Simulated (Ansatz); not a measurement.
# CHCl2F2Ge (SMILES [F][Ge]([F])([Cl])[CH]Cl) (doublet): what the fields show

| atom | x (Å) | y (Å) | z (Å) |
| --- | --- | --- | --- |
| C | -0.9161 | 0.5300 | -0.0254 |
| Cl | -0.6811 | -0.1104 | -3.3303 |
| Cl | -0.6317 | -1.0802 | 0.4041 |
| F | -3.2817 | 0.7426 | -1.8900 |
| F | -1.3530 | 2.6629 | -2.0060 |
| Ge | -1.5824 | 0.9773 | -1.7505 |
| H | -0.6868 | 1.2884 | 0.7290 |

Geometry: PBE0-D3(BJ)/def2-SVP.

Computed with isolated molecule in a Gaussian basis; Kohn-Sham density functional theory, functional PBE0 in Ansatz.

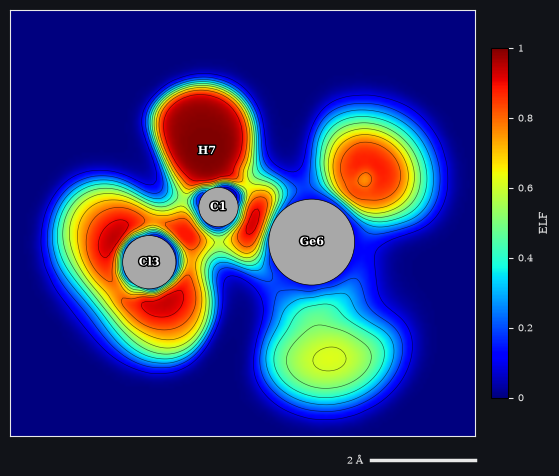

Figure 1. ELF on the plane of atoms Cl3, C1 and Ge6. Grey discs cover the atomic cores.

Question: Describe what can be read from this map.

Answer: Atoms in the plane: C, Cl, Ge and H.
C–Cl (1.69 Å): the ELF peaks at about 0.90 between the atoms (a covalent bond).
C–Ge (1.90 Å): the ELF peaks at about 0.90 in the valence shell of C, 0.7 Å from its nucleus, and is about 0.70 at the midpoint.
C–H (1.09 Å): the ELF climbs to about 1 towards the hydrogen, as it does in any bond to H: an ordinary covalent bond to hydrogen.
The ELF also peaks beside Cl3 and F5, away from the bonds: non-bonding electrons, paired or unpaired.

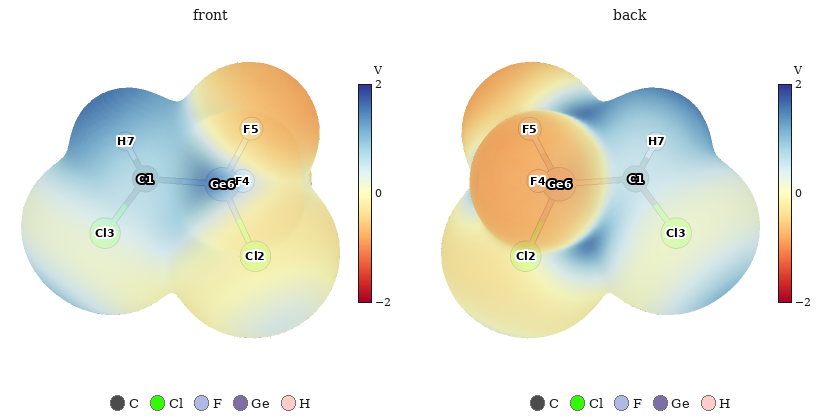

Figure 2. The molecular electrostatic potential painted on the density surface at 0.001 e/bohr³, seen from the front and from behind; the colour scale runs from red (negative) to blue (positive).

Question: Which sites attract a positive test charge, and which a negative one?

Answer: A positive charge is drawn to the negative regions and a negative charge to the positive ones. The most negative region (about −0.8 V) lies over F4 and F5, the most positive (about +1.5 V) over Ge6 and H7. Cl2 shows a σ-hole: about +0.4 V at the tip opposite its bond, against about −0.2 V on its flanks. Cl3 shows a σ-hole: about +1.0 V at the tip opposite its bond, against about +0.2 V on its flanks.

Question: What dipole moment does the calculation give?

Answer: Its dipole moment is 2.61 D.

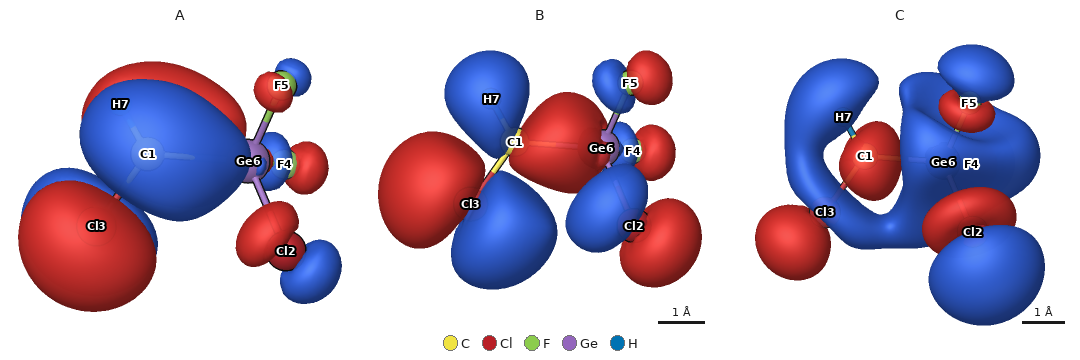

Figure 3. Three frontier orbitals at ±0.05 Å⁻³ᐟ² (red and blue are the two phases), in no order.

Question: Which picture is the HOMO−1, the HOMO and the LUMO? All are α orbitals.

Answer: B is the HOMO−1 (α) (−9.70 eV). By Hirshfeld shares it lies mainly on Cl3 (about 60 %), C1 (about 15 %), Cl2 (about 10 %) and Ge6 (about 5 %). A is the HOMO (α) (−7.71 eV). Its weight (Hirshfeld) is mainly on C1 (about 50 %), Cl3 (about 35 %) and Ge6 (about 10 %); π-antibonding (π*) across C1–Cl3. C is the LUMO (α) (−1.25 eV). By Hirshfeld shares it lies mainly on Ge6 (about 35 %), Cl2 (about 25 %), C1 (about 10 %), F5 (about 10 %), Cl3 (about 10 %) and F4 (about 10 %).

Question: What is the gap between the highest occupied and lowest empty α orbitals?

Answer: 6.46 eV between the orbital energies.
